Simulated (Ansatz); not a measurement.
**What Si on a Mn site (antisite), symmetric start does to MnSi**

Consider a 16-atom supercell of MnSi (space group P2_13, No. 198; a = 4.471 Å; ferromagnetic) at its relaxed geometry.

Now apply this change: a neutral Si on a Mn site (antisite), symmetric start, atoms relaxed at fixed cell.

Level of theory: Kohn–Sham DFT with the PBEsol functional, run in Ansatz (a program for electronic structure) with PAW and 420 eV plane waves, spin-orbit coupling left out, earlier PAW set. k-mesh 8×8×8 (Γ-centred); smearing 0.05 eV (Fermi–Dirac).

The pressure goes from zero to 2.3 GPa and the energy gained by relaxation amounts to 0.86 eV. The largest displacement of a host atom from its site in the perfect cell is 0.16 Å and the shift of the substituted atom off its lattice site amounts to 0.17 Å.

Final structure:

```xyz
16
Lattice="4.4713 -4.4713 0.0000 0.0000 4.4713 -4.4713 0.0000 4.4713 4.4713" Properties=species:S:1:pos:R:3 pbc="T T T"
Si     0.7001     0.7001     0.7001
Mn     0.6170     5.0883     0.6170
Mn     2.9073     1.5702     3.8280
Mn     2.7528     1.5839    -0.5583
Mn     3.8280     2.9073     1.5702
Mn     3.9130    -1.7185     1.5839
Mn     1.5702     3.8280     2.9073
Mn     1.5839     3.9130    -1.7185
Si     3.7681    -0.7032    -0.7032
Si     3.7251     3.7251    -0.7463
Si     1.5834     3.0633     0.6706
Si     1.5728     2.8326    -3.7889
Si     0.6706     6.0547    -1.4080
Si     0.6824     1.5728    -1.6387
Si     3.0633     0.6706     1.5834
Si     2.8326     0.6824    -2.8985
```

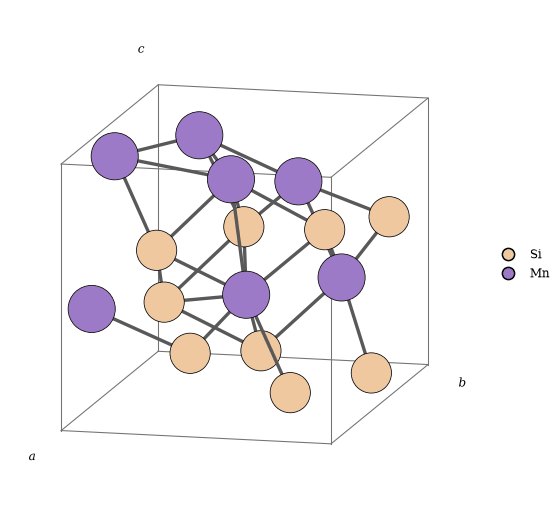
*The relaxed cell after the change*

Cost of the whole job for the changed cell (relaxation, final SCF and bands): about 40 core-minutes (a rough figure).

Other magnetic orders, which the real material may have, were not ruled out. The cell is small, so the values are those of an ordered compound at a high defect concentration; dilute-limit values will differ. The defect started on the symmetric site and kept its symmetry, so it may sit on a saddle. The defect cell is spin-polarised and ends with 4.6 μB, a fractional moment that hangs on the mesh and smearing.
